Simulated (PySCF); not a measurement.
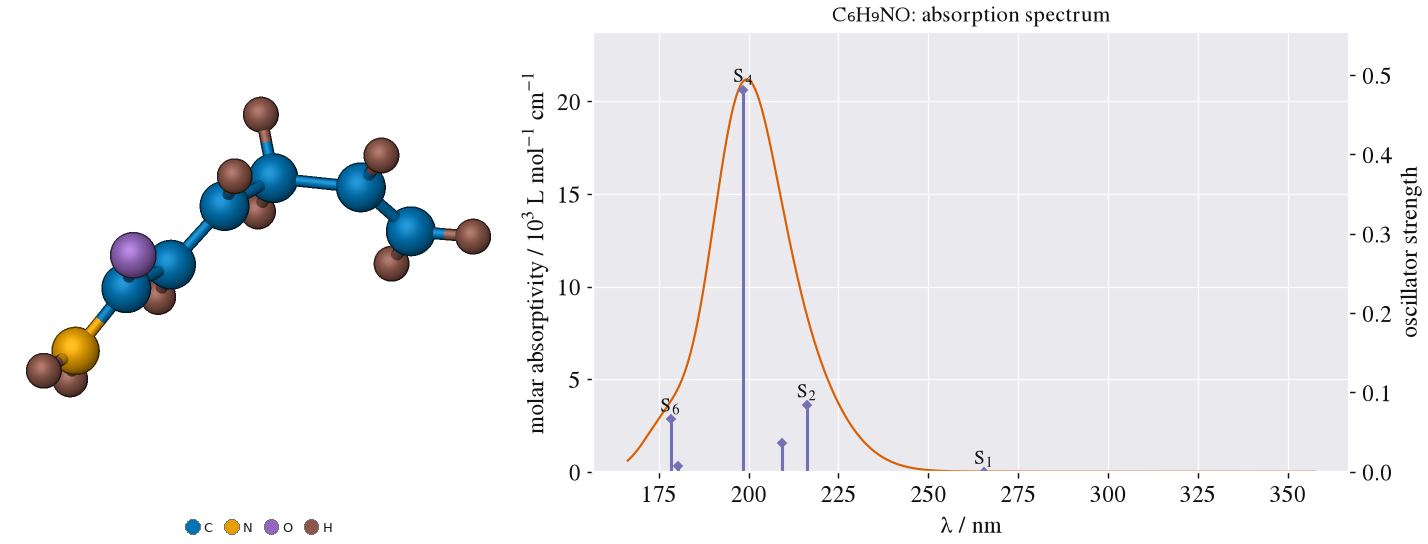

Computed absorption of C₆H₉NO, SMILES C=CC/C=C/C(N)=O. Vertical TDDFT excitations, PBE0/def2-SVPD in PySCF, at a GFN2-xTB geometry (no frequency check), gas phase. Only the first 6 singlet excitations are included; each is broadened by a Gaussian of 1/e half-width 0.40 eV. Sticks give oscillator strengths (right axis).

**Which of the computed transitions is the brightest, and what character does the calculation give it?**

S4 at 6.24 eV (199 nm), f = 0.482, mainly HOMO−3 → LUMO (72 %).

**Where is the lowest singlet, and is it bright?**

S1 lies at 4.67 eV (266 nm) with f = 0.000, mainly HOMO → LUMO (93 %); it is dark or nearly so.

Known limits of this run: the tight-binding geometry is rougher than a DFT one and adds to the error; one conformer of a flexible molecule; core orbitals are frozen in the response.
